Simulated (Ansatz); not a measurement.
The compound is MnO (space group Fm-3m, No. 225), taken as the input geometry of an electronic-structure calculation (not necessarily at equilibrium).

```yaml
crystal:
  lattice:
    - [4.40800, 0.00000, 0.00000]
    - [0.00000, 4.40800, 0.00000]
    - [0.00000, 0.00000, 4.40800]
  atoms:
    - { symbol: Mn, position: [0.00000, 0.00000, 0.00000] }
    - { symbol: O, position: [0.00000, 0.00000, 0.50000] }
    - { symbol: Mn, position: [0.00000, 0.50000, 0.50000] }
    - { symbol: O, position: [0.00000, 0.50000, 0.00000] }
    - { symbol: Mn, position: [0.50000, 0.00000, 0.50000] }
    - { symbol: O, position: [0.50000, 0.00000, 0.00000] }
    - { symbol: Mn, position: [0.50000, 0.50000, 0.00000] }
    - { symbol: O, position: [0.50000, 0.50000, 0.50000] }
```

Bonds are taken as Mn–O below 2.5 Å; no other contact counts. Atoms with one bond or none are removed and atoms with two bonds are replaced by edges, until no such atom is left.

Derive the underlying net.

The result is a uninodal 6-connected, three-periodic net: Mn and O are 6-connected nodes. It is the pcu net, known from NaCl, ReO3 and the B-X framework of perovskite. It is a single net, without interpenetration.

```
    node  links  point symbol  coordination sequence
Mn and O      6      4^12.6^3             6 18 38 66
```

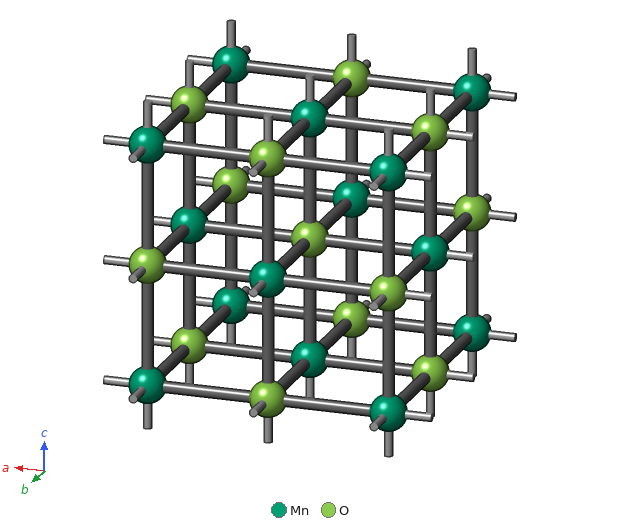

Nodes are coloured by element. Edges to nodes outside the piece are drawn as stubs.
